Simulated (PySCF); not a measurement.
In(Cl)(Br)(NH2), SMILES [Br][In]([NH2])[Cl] (H₂BrClInN), singlet at its CAM-B3LYP/def2-SVP optimised geometry (Å):

```
6

In    -0.5893     0.0290     0.0000
Cl    -1.7577     2.0479     0.0000
Br    -1.9012    -2.0479    -0.1888
N      1.4105     0.0290     0.0000
H      1.9012    -0.8202     0.2630
H      1.8970     0.8519     0.3430
```

Calculation: PySCF with CAM-B3LYP/def2-TZVP, def2 effective core potentials past Kr. The core electrons that the potentials of In replace are not part of the density.

Map of the Laplacian of the electron density (e/bohr⁵) on the plane z = 1.0 Å:

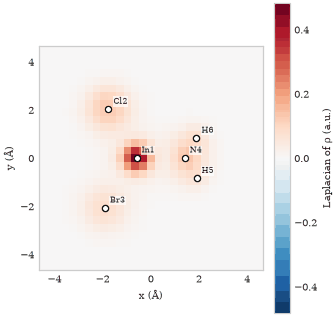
Figure: Laplacian of the electron density (e/bohr⁵) on the plane z = 1.0 Å.
